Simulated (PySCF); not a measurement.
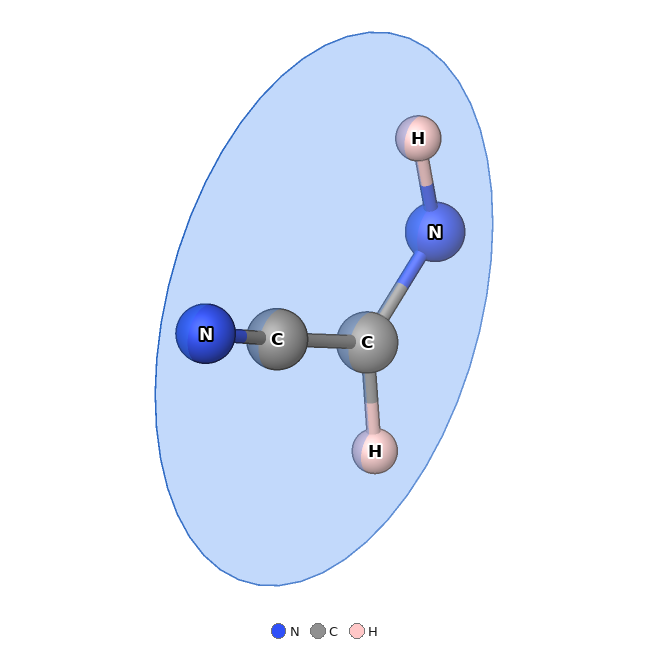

All proper rotation axes (lines) and mirror planes (discs) of the structure are drawn in. Distant atoms are faded towards the background colour. The geometry was computed by an optimisation with PBE0-D3(BJ)/def2-SVP. No frequency run is at hand to confirm it as a minimum.

Q: Name the symmetry elements and the point group.

A: It has 1 mirror plane. Point group Cs. The group has 2 operations. The geometry is achiral, and symmetry allows a dipole moment.
